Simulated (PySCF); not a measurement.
SMILES C=Cc1ccccc1SC at its GFN2-xTB optimised geometry (Å):

```
20

C     -2.3073    -1.9324    -0.4337
C     -1.0968    -1.7317     0.0696
C     -0.3507    -0.4787     0.0000
C     -0.9998     0.7551    -0.0302
C     -0.2885     1.9393    -0.0415
C      1.0966     1.9196    -0.0174
C      1.7625     0.7074     0.0000
C      1.0483    -0.4787     0.0000
S      1.9692    -2.0116    -0.0189
C      1.5422    -2.5804    -1.6959
H     -2.8057    -2.8819    -0.3389
H     -2.8413    -1.1667    -0.9719
H     -0.5792    -2.5410     0.5706
H     -2.0791     0.7776    -0.0167
H     -0.8156     2.8819    -0.0594
H      1.6563     2.8428    -0.0161
H      2.8413     0.6700     0.0122
H      1.9120    -1.8606    -2.4204
H      0.4660    -2.6952    -1.7840
H      2.0369    -3.5363    -1.8313
```

Method: PBE/def2-SVP (PySCF). Cells within 0.4 Å of a nucleus heavier than hydrogen are left out (blank, or x).

Map of the electron localisation function on the plane z = 0.0 Å:

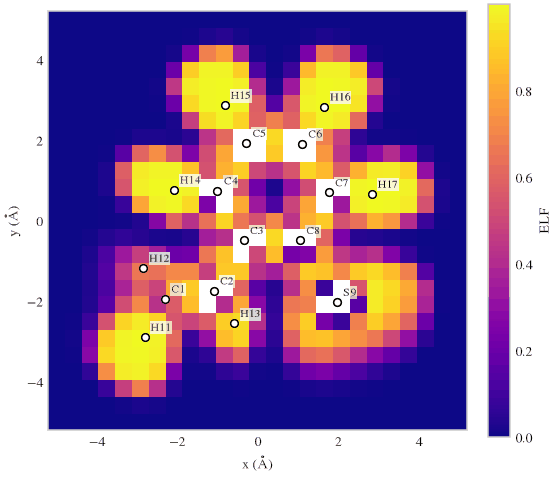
Figure: Electron localisation function on the plane z = 0.0 Å.
